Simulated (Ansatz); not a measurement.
## Geometry relaxation, with input and output: SnHCl3

SnHCl3, computed with RHF/def2-SVP (Ansatz 0.2.0).

The input holds or restrains some coordinates. It belongs to a series of runs on one base structure; here: pulled along the bonds that form and break, towards end A. Figures and captions count atoms from 1; the log counts them from 0 in places.

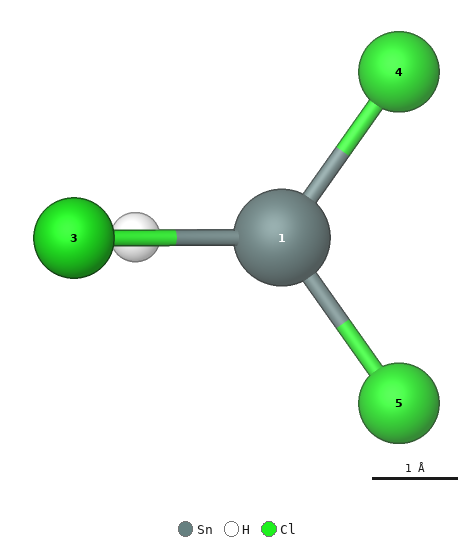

*The input geometry (ball-and-stick view, seen on its broad side; atoms are numbered from 1 in the order of the input). Sticks mark near contacts.*

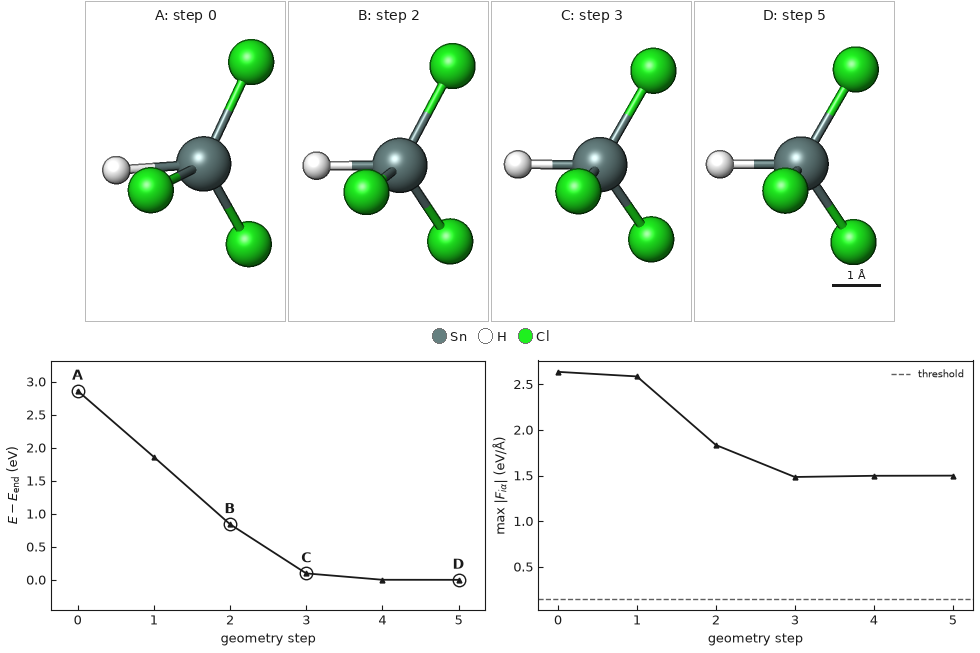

*Frames of the restrained relaxation (ball-and-stick view, seen at a tilt) above the curves, on which the letters mark them (the first geometry is step 0 here and step 1 in the log).*

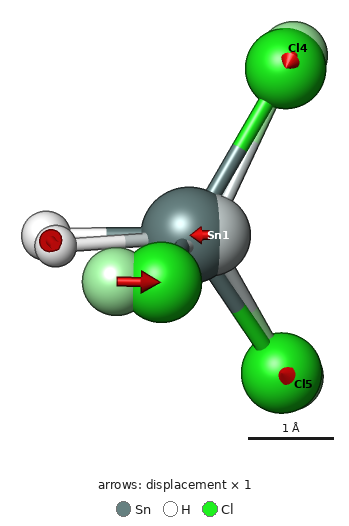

*Start (faint) and end (solid) with the displacements as red arrows, at true length (ball-and-stick view, seen at a tilt). The two geometries are laid on each other by the best rigid fit.*

The largest move after the best rigid fit is that of Cl3, 0.54 Å. Largest moves by element: Cl 0.54 Å, H 0.52 Å, Sn 0.24 Å. Distances before and after: Sn1–Cl3 2.610 → 2.372 Å, Sn1–H2 1.940 → 1.704 Å, Sn1–Cl4 2.408 → 2.314 Å. Among the angles that change: H2–Sn1–Cl3 45.6° → 78.4°, Cl3–Sn1–Cl4 123.0° → 113.8°, Cl4–Sn1–Cl5 109.5° → 107.4°. Over 5 geometry steps the energy falls by 2.863 eV. Largest force component: 2.6 eV/Å at the start, 1.5 eV/Å at the end. (Atoms are counted from 1 in the order of the input.)

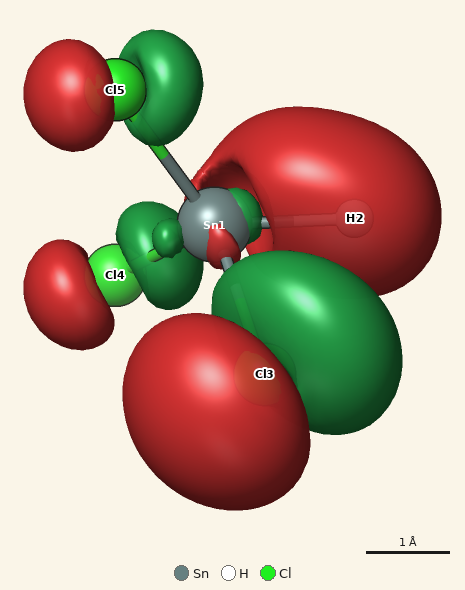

*One frontier orbital at ±0.08 Å⁻³ᐟ² (green and red are the two phases), seen at an oblique angle.*

The HOMO, at −11.76 eV.

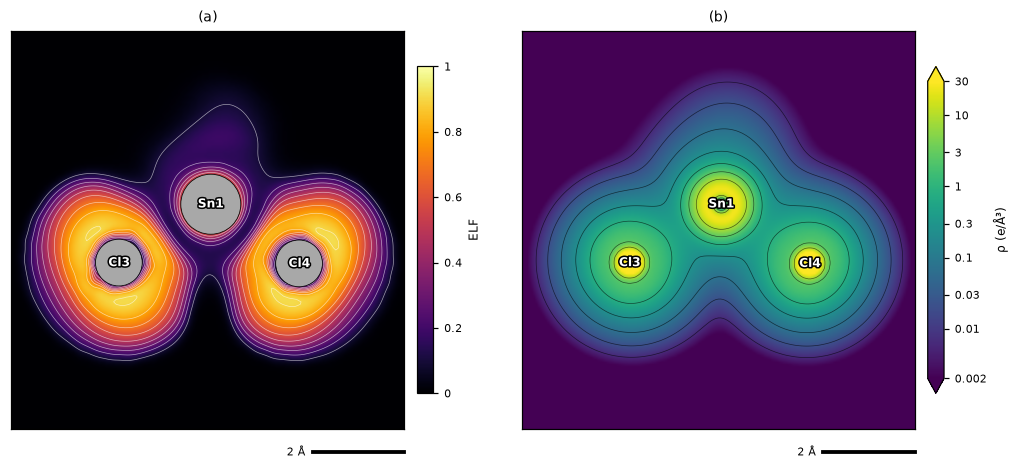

*(a) electron localisation function; (b) total electron density on the plane of atoms Cl3, Sn1 and Cl4. Grey discs, where drawn, cover atomic cores.*

The section cuts through Sn and Cl sites.

The input and output of the run follow.

### Input
```yaml
crystal:
  periodic: [false, false, false]
  atoms:
    - { symbol: Sn, position_ang: [0.0, 0.0, 0.0] }
    - { symbol: H, position_ang: [0.923, 0.0, 1.7063] }
    - { symbol: Cl, position_ang: [2.5085, 0.0, 0.7209] }
    - { symbol: Cl, position_ang: [-1.1351, 1.9666, -0.8025] }
    - { symbol: Cl, position_ang: [-1.1351, -1.9666, -0.8025] }
basis:
  gaussian: { orbitals: def2-SVP }
hamiltonian:
  xc: hf
relax:
  f_tol: 0.15
  max_steps: 25
  restrain:
    - { distance: [1, 2], at: 2.57, k: 30.0 }
    - { distance: [0, 1], at: 1.74, k: 30.0 }
    - { distance: [0, 2], at: 2.41, k: 30.0 }
output:
  orbitals: {}
```

Run as:
```bash
ansatz run input.yaml --threads 1 --pin off --max-ram 2048MiB --backend cpu --events-out ev --progress --plain --runs-dir out
```

### Log
```
The last accepted step is kept in [file] (removed where the run ends without a failure and the disk answers)
Engine: ansatz 0.2.0, aarch64-unknown-linux-gnu
Functional definition: HF
  exchange = exact_x
  correlation = 0
937 factors; integrals over basis functions are off by at most 2.8e-4 eV
mean field evaluation 1: about -43318.3171 eV, gradient 2.3e1 eV
mean field evaluation 2: about -43318.4188 eV, gradient 2.3e1 eV
mean field evaluation 4: about -43320.3604 eV, gradient 1.8e0 eV
mean field evaluation 8: about -43320.4214 eV, gradient 2.7e-1 eV
mean field evaluation 16: about -43320.4243 eV, gradient 1.6e-5 eV
mean field -43320.42425072 eV, -1591.9962275759 hartree, gradient 1.6e-5 eV, S^2 0.000000; 0 other end points of the search recorded, 0 dependent functions left out
the calculation of the forces begins
reference -43320.42425072 eV, -1591.9962275759 hartree; 37, 37 occupied and 48, 48 virtual orbitals, 937 factors
relax step   1: F+E_penalty+E_count = -43320.42425072 eV  Δ(F+E_penalty+E_count) = +0.000e0 eV  max|allowed force component| = 2.636e0 eV/Å  E_restraint = 8.61789266 eV  max|allowed force component, restraints' pulls added| = 2.266e1 eV/Å  Δτ_max = 0.0000 Å  (44 SCF iters, accepted)
  distance H 1 - Cl 2 = 1.8668 Å
  distance Sn 0 - H 1 = 1.9399 Å
  distance Sn 0 - Cl 2 = 2.6100 Å
these checks for a lower state are left out or cut short: starts, cluster_reference, orbital_swaps, neighbouring_geometries, increment
937 factors; integrals over basis functions are off by at most 2.6e-4 eV
mean field -43321.42564899 eV, -1592.0330282834 hartree, gradient 1.9e-5 eV, S^2 0.000000; 0 other end points of the search recorded, 0 dependent functions left out
the calculation of the forces begins
reference -43321.42564899 eV, -1592.0330282834 hartree; 37, 37 occupied and 48, 48 virtual orbitals, 937 factors
relax step   2: F+E_penalty+E_count = -43321.42564899 eV  Δ(F+E_penalty+E_count) = -1.001e0 eV  max|allowed force component| = 2.586e0 eV/Å  E_restraint = 2.53404206 eV  max|allowed force component, restraints' pulls added| = 1.270e1 eV/Å  Δτ_max = 0.1964 Å  (45 SCF iters, accepted)
  distance H 1 - Cl 2 = 2.1996 Å
  distance Sn 0 - H 1 = 1.8045 Å
  distance Sn 0 - Cl 2 = 2.5761 Å
these checks for a lower state are left out or cut short: starts, cluster_reference, orbital_swaps, neighbouring_geometries, increment
937 factors; integrals over basis functions are off by at most 3.2e-4 eV
mean field evaluation 32: about -43322.4446 eV, gradient 2.4e-5 eV
mean field -43322.44456826 eV, -1592.0704728759 hartree, gradient 1.7e-5 eV, S^2 0.000000; 0 other end points of the search recorded, 0 dependent functions left out
the calculation of the forces begins
reference -43322.44456826 eV, -1592.0704728759 hartree; 37, 37 occupied and 48, 48 virtual orbitals, 937 factors
relax step   3: F+E_penalty+E_count = -43322.44456826 eV  Δ(F+E_penalty+E_count) = -1.019e0 eV  max|allowed force component| = 1.834e0 eV/Å  E_restraint = 0.16397129 eV  max|allowed force component, restraints' pulls added| = 3.936e0 eV/Å  Δτ_max = 0.1998 Å  (34 SCF iters, accepted)
  distance H 1 - Cl 2 = 2.4879 Å
  distance Sn 0 - H 1 = 1.7486 Å
  distance Sn 0 - Cl 2 = 2.4741 Å
these checks for a lower state are left out or cut short: starts, cluster_reference, orbital_swaps, neighbouring_geometries, increment
937 factors; integrals over basis functions are off by at most 3.6e-4 eV
mean field -43323.18929782 eV, -1592.0978411824 hartree, gradient 2.0e-5 eV, S^2 0.000000; 0 other end points of the search recorded, 0 dependent functions left out
the calculation of the forces begins
reference -43323.18929782 eV, -1592.0978411824 hartree; 37, 37 occupied and 48, 48 virtual orbitals, 937 factors
relax step   4: F+E_penalty+E_count = -43323.18929782 eV  Δ(F+E_penalty+E_count) = -7.447e-1 eV  max|allowed force component| = 1.484e0 eV/Å  E_restraint = 0.04398918 eV  max|allowed force component, restraints' pulls added| = 8.518e-1 eV/Å  Δτ_max = 0.1946 Å  (33 SCF iters, accepted)
  distance H 1 - Cl 2 = 2.6160 Å
  distance Sn 0 - H 1 = 1.7146 Å
  distance Sn 0 - Cl 2 = 2.3968 Å
these checks for a lower state are left out or cut short: starts, cluster_reference, orbital_swaps, neighbouring_geometries, increment
937 factors; integrals over basis functions are off by at most 3.5e-4 eV
mean field -43323.28604875 eV, -1592.1013967137 hartree, gradient 1.2e-5 eV, S^2 0.000000; 0 other end points of the search recorded, 0 dependent functions left out
the calculation of the forces begins
reference -43323.28604875 eV, -1592.1013967137 hartree; 37, 37 occupied and 48, 48 virtual orbitals, 937 factors
relax step   5: F+E_penalty+E_count = -43323.28604875 eV  Δ(F+E_penalty+E_count) = -9.675e-2 eV  max|allowed force component| = 1.497e0 eV/Å  E_restraint = 0.09288973 eV  max|allowed force component, restraints' pulls added| = 3.788e-1 eV/Å  Δτ_max = 0.1055 Å  (27 SCF iters, accepted)
  distance H 1 - Cl 2 = 2.6323 Å
  distance Sn 0 - H 1 = 1.7052 Å
  distance Sn 0 - Cl 2 = 2.3768 Å
these checks for a lower state are left out or cut short: starts, cluster_reference, orbital_swaps, neighbouring_geometries, increment
937 factors; integrals over basis functions are off by at most 3.5e-4 eV
mean field -43323.28687313 eV, -1592.1014270091 hartree, gradient 2.1e-5 eV, S^2 0.000000; 0 other end points of the search recorded, 0 dependent functions left out
the calculation of the forces begins
reference -43323.28687313 eV, -1592.1014270091 hartree; 37, 37 occupied and 48, 48 virtual orbitals, 937 factors
relax step   6: F+E_penalty+E_count = -43323.28687313 eV  Δ(F+E_penalty+E_count) = -8.244e-4 eV  max|allowed force component| = 1.499e0 eV/Å  E_restraint = 0.08914550 eV  max|allowed force component, restraints' pulls added| = 5.093e-2 eV/Å  Δτ_max = 0.0231 Å  (28 SCF iters, accepted)
  distance H 1 - Cl 2 = 2.6263 Å
  distance Sn 0 - H 1 = 1.7040 Å
  distance Sn 0 - Cl 2 = 2.3715 Å
937 factors; integrals over basis functions are off by at most 3.5e-4 eV
mean field evaluation 64: about -43321.5809 eV, gradient 2.2e1 eV
mean field -43323.28687313 eV, -1592.1014270091 hartree, gradient 2.1e-5 eV, S^2 0.000000; 1 other end points of the search recorded, 0 dependent functions left out
the calculation of the forces begins
reference -43323.28687313 eV, -1592.1014270091 hartree; 37, 37 occupied and 48, 48 virtual orbitals, 937 factors
Total energy: -43323.28687313 eV, -1592.1014270091 hartree
Atom 0 at     0.062954    -0.000000     0.234155 Å, force     1.353298     0.000000     0.990754 eV/Å
Atom 1 at     0.428536    -0.000000     1.898514 Å, force    -1.498694    -0.000000     0.087172 eV/Å
Atom 2 at     2.434256     0.000000     0.203093 Å, force     0.138187    -0.000000    -1.072373 eV/Å
Atom 3 at    -0.882223     1.865046    -0.756781 Å, force     0.003605    -0.004532    -0.002776 eV/Å
Atom 4 at    -0.882223    -1.865046    -0.756781 Å, force     0.003605     0.004532    -0.002776 eV/Å
Dipole moment:    -0.364301     0.000000     0.294236 e Å
```

### Trajectory as extended XYZ (Å, eV, eV/Å), 6 frames, from step=1 to step=6
```
5
Properties=species:S:1:pos:R:3:forces:R:3 step=1 energy=-43320.42425
Sn    0.0000    0.0000    0.0000   -0.5572   0.0000   2.6358
H     0.9230    0.0000    1.7063   -1.8903   0.0000  -1.1696
Cl    2.5085    0.0000    0.7209    1.0679   0.0000  -1.1382
Cl   -1.1351    1.9666   -0.8025    0.6897  -0.8292  -0.1640
Cl   -1.1351   -1.9666   -0.8025    0.6897   0.8292  -0.1640
5
Properties=species:S:1:pos:R:3:forces:R:3 step=2 energy=-43321.42565
Sn    0.0706    0.0000    0.0803    0.5477   0.0000   1.7644
H     0.7337    0.0000    1.7586   -2.5856   0.0000  -0.6531
Cl    2.5962    0.0000    0.5883   -0.1510   0.0000  -1.9479
Cl   -1.1196    1.9479   -0.8025    1.0944  -1.4146   0.4183
Cl   -1.1196   -1.9479   -0.8025    1.0944   1.4146   0.4183
5
Properties=species:S:1:pos:R:3:forces:R:3 step=3 energy=-43322.44457
Sn    0.1561    0.0000    0.1195    0.2202   0.0000   1.2167
H     0.5450    0.0000    1.8243   -1.8344   0.0000  -0.4706
Cl    2.6098    0.0000    0.4365   -0.5593   0.0000  -1.6264
Cl   -1.0748    1.8931   -0.7790    1.0867  -1.1837   0.4402
Cl   -1.0748   -1.8931   -0.7790    1.0867   1.1837   0.4402
5
Properties=species:S:1:pos:R:3:forces:R:3 step=4 energy=-43323.18930
Sn    0.1123    0.0000    0.1922    1.3362   0.0000   1.4420
H     0.4416    0.0000    1.8749   -1.4839   0.0000  -0.1027
Cl    2.5079    0.0000    0.2707   -0.1572   0.0000  -1.2111
Cl   -0.9502    1.8207   -0.7578    0.1524   0.1228  -0.0641
Cl   -0.9502   -1.8207   -0.7578    0.1524  -0.1228  -0.0641
5
Properties=species:S:1:pos:R:3:forces:R:3 step=5 energy=-43323.28605
Sn    0.0559    0.0000    0.2342    1.3317   0.0000   0.8463
H     0.4245    0.0000    1.8990   -1.4970   0.0000   0.0683
Cl    2.4324    0.0000    0.1969    0.0505   0.0000  -1.0534
Cl   -0.8758    1.8871   -0.7540    0.0574  -0.1952   0.0694
Cl   -0.8758   -1.8871   -0.7540    0.0574   0.1952   0.0694
5
Properties=species:S:1:pos:R:3:forces:R:3 step=6 energy=-43323.28687
Sn    0.0630    0.0000    0.2342    1.3533   0.0000   0.9908
H     0.4285    0.0000    1.8985   -1.4987   0.0000   0.0872
Cl    2.4343    0.0000    0.2031    0.1382   0.0000  -1.0724
Cl   -0.8822    1.8650   -0.7568    0.0036  -0.0045  -0.0028
Cl   -0.8822   -1.8650   -0.7568    0.0036   0.0045  -0.0028
```

### Results in brief

| quantity | value |
| --- | --- |
| outcome | converged under the restraints of the input |
| total energy | −43323.2869 eV |
| mean-field energy | −43323.2869 eV |
| largest force (length of the vector) at the end, held atoms and coordinates included | 1.677 eV/Å |
| hardware | 1 thread of Arm Neoverse V1, 24 GiB of memory available, shared host |
| wall time | 15 s |
| peak memory | 0.18 GiB |
